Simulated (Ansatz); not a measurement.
InH3F− (SMILES [H][In-]([H])([H])[F]): methods side by side

The species is InH3F− (5 atoms), meant as a singlet with charge -1. SMILES: `[H][In-]([H])([H])[F]`. Geometry: a GFN2-xTB relaxation, a rough one for these elements and not checked as a minimum.

```xyz
5

In    0.0017    0.0031   -0.1344
F     0.0095   -0.0193    1.8835
H     1.6439    0.0097   -0.5932
H    -0.8322    1.4253   -0.5650
H    -0.8229   -1.4189   -0.5910
```

Quantity: the vertical energy of the triplet above the singlet, in eV. The values are calculated.

```json
{"level": "revPBE/STO-3G", "kind": "GGA", "program": "Ansatz", "value (eV)": "6.77", "less FCI/STO-3G": "-0.98"}
{"level": "B3LYP/STO-3G", "kind": "global hybrid", "program": "Ansatz", "value (eV)": "7.27", "less FCI/STO-3G": "-0.48"}
{"level": "BHLYP/STO-3G", "kind": "global hybrid", "program": "Ansatz", "value (eV)": "7.71", "less FCI/STO-3G": "-0.04"}
{"level": "CAM-B3LYP/STO-3G", "kind": "range-separated hybrid", "program": "Ansatz", "value (eV)": "7.43", "less FCI/STO-3G": "-0.32"}
{"level": "HSE06/STO-3G", "kind": "range-separated hybrid", "program": "Ansatz", "value (eV)": "7.30", "less FCI/STO-3G": "-0.45"}
{"level": "CCSD/STO-3G", "kind": "coupled cluster or CI", "program": "Ansatz", "value (eV)": "7.72", "less FCI/STO-3G": "-0.03"}
{"level": "CCSDT(Q)/STO-3G", "kind": "coupled cluster or CI", "program": "Ansatz", "value (eV)": "7.75", "less FCI/STO-3G": "0.00"}
{"level": "CCSDT/STO-3G", "kind": "coupled cluster or CI", "program": "Ansatz", "value (eV)": "7.75", "less FCI/STO-3G": "0.00"}
{"level": "FCI/STO-3G", "kind": "exact in the basis", "program": "Ansatz", "value (eV)": "7.75", "less FCI/STO-3G": "0.00"}
```

FCI/STO-3G is exact within its basis and frozen core, so for wave-function methods in that basis the difference is their error; functionals converge differently with the basis, so for them it is only a difference. All-electron rows without a relativistic Hamiltonian named are non-relativistic. Spin-orbit coupling, which can split open shells on such heavy atoms by tenths of an eV, is left out. Sets without diffuse functions describe the anion poorly. The values span 6.77 to 7.75 eV. A triplet this far above the singlet is often a Rydberg-like or dissociative state; sets without diffuse functions put Rydberg states too high. All rows use very small basis sets, so even the best lies far from the true value. In the correlated wave-function rows the outer d shell of In is correlated, in sets not made for it.

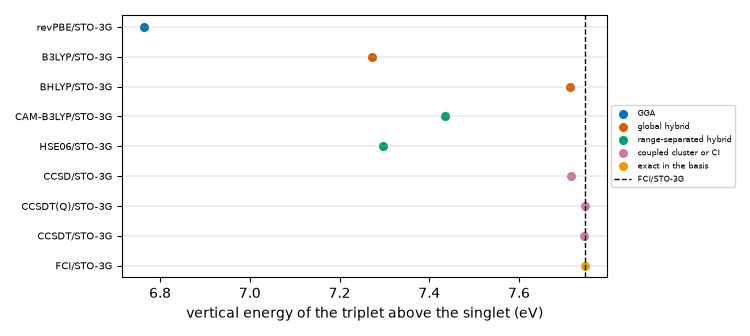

The values of the table, level by level.
